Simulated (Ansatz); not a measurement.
C$_{3}$H$_{6}$O$_{2}$Si

Input file:

```
crystal:
  periodic: [false, false, false]
  atoms:
    - {symbol: Si, position_ang: [-1.812556, -0.125459, 1.140384]}
    - {symbol: C, position_ang: [-0.179362, -0.454213, 0.240838]}
    - {symbol: O, position_ang: [0.534514, 0.791849, 0.102317]}
    - {symbol: C, position_ang: [1.437261, 0.796632, -0.839764]}
    - {symbol: C, position_ang: [1.804539, -0.017705, -1.899891]}
    - {symbol: O, position_ang: [2.165415, 1.746295, -1.148836]}
    - {symbol: H, position_ang: [-1.537455, 0.454102, 2.477313]}
    - {symbol: H, position_ang: [-2.644755, 0.801886, 0.337181]}
    - {symbol: H, position_ang: [-2.493817, -1.437506, 1.283575]}
    - {symbol: H, position_ang: [0.440218, -1.160562, 0.801515]}
    - {symbol: H, position_ang: [-0.365448, -0.878396, -0.752236]}
    - {symbol: H, position_ang: [2.728447, -0.572024, -1.708496]}
basis:
  gaussian: {orbitals: def2-TZVPP}
hamiltonian: {xc: pbe0, dispersion: d4}
output: {orbitals: {seedname: orbitals}}
```

Run with:

```sh
ansatz run in.yaml --threads 4 --pin off --events-out ev --progress --plain --max-ram 10444MiB
```

Geometry: PBE0-D4/def2-TZVP.

Computed with Ansatz, RKS PBE0-D4/def2-TZVPP.

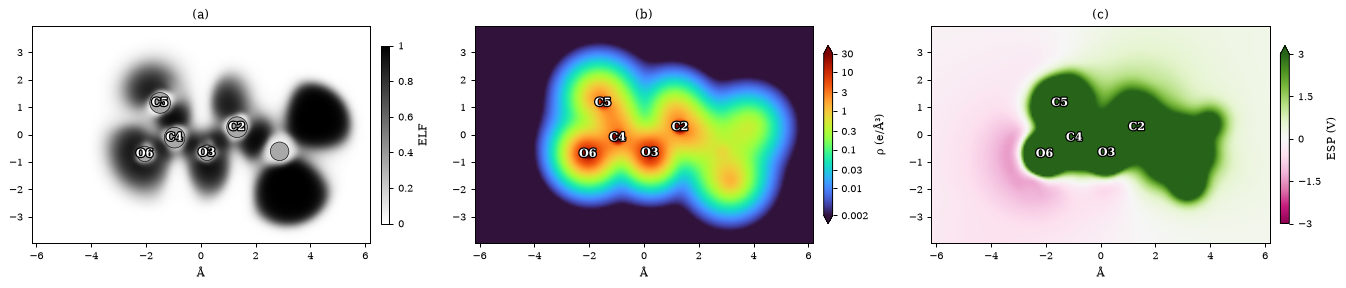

Figure 1. (a) ELF; (b) total electron density; (c) electrostatic potential on the plane of atoms C2, O3 and C4. Grey discs cover the atomic cores in the ELF map.

What does the map show?

- Atoms in the plane: C and O.
- C–O (1.24 Å): the density is about 3.1 e/Å³ at the midpoint; the ELF peaks at about 0.85 between the atoms, as expected for a short, strongly polar bond.
- C–C (1.39 Å): ρ is about 2.1 e/Å³ halfway; the ELF peaks at about 0.95 between the atoms, as expected for a covalent bond.
- C–O (1.30 Å): ρ at the midpoint is about 2.7 e/Å³; the ELF peaks at about 0.90 between the atoms: a short, strongly polar bond.
- The ELF also peaks beside O3 and O6, away from the bonds: lone-pair regions.
- Outside the dense part of the molecule the potential is most negative (−1.4 V) near O6.

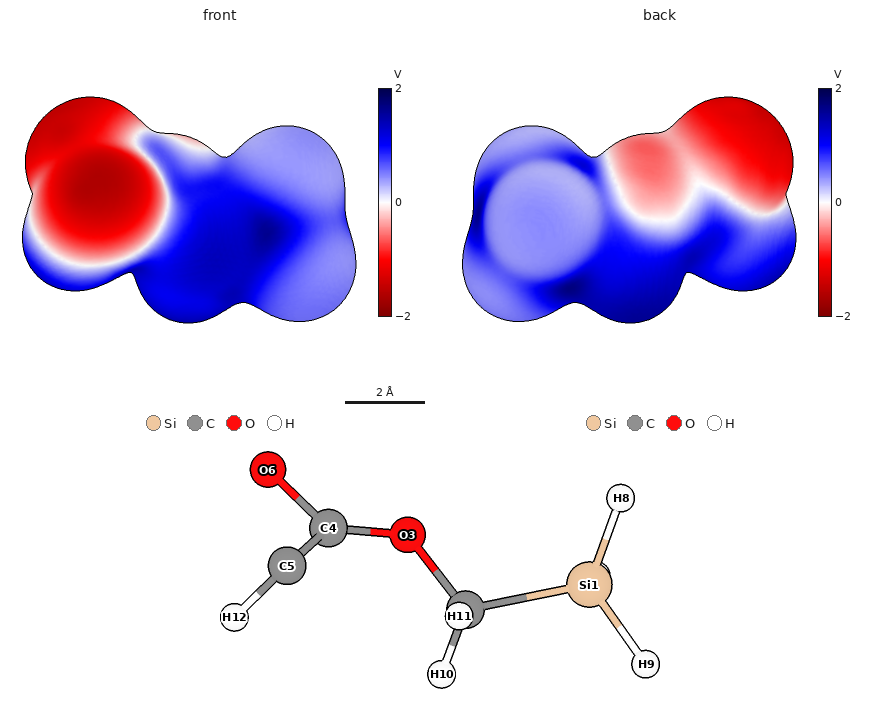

Figure 2. The molecular electrostatic potential painted on the density surface at 0.002 e/bohr³, seen from the front and from behind; red is negative and blue positive. The bare structure is drawn below in the same view.

Which sites attract a positive test charge, and which a negative one?

A positive charge is drawn to the negative regions and a negative charge to the positive ones. The most negative region (about −1.6 V) lies over C5, the most positive (about +1.6 V) over Si1 and H10.

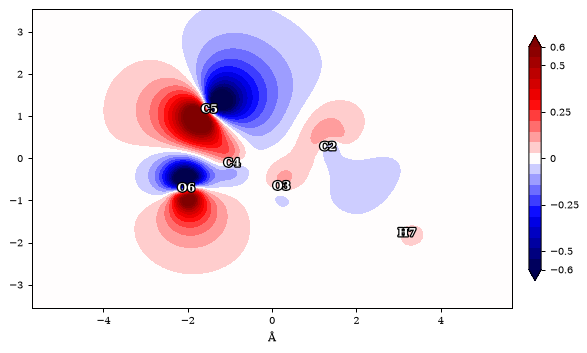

Figure 3. The LUMO on the plane of atoms C5, C4 and O6 (values in Å⁻³ᐟ²; the overall sign is arbitrary).

Where does this orbital lie, and at what energy?

It lies mainly on C5 (about 60 %), O6 (about 20 %), C4 (about 10 %) and H12 (about 5 %). Its energy is −2.26 eV.
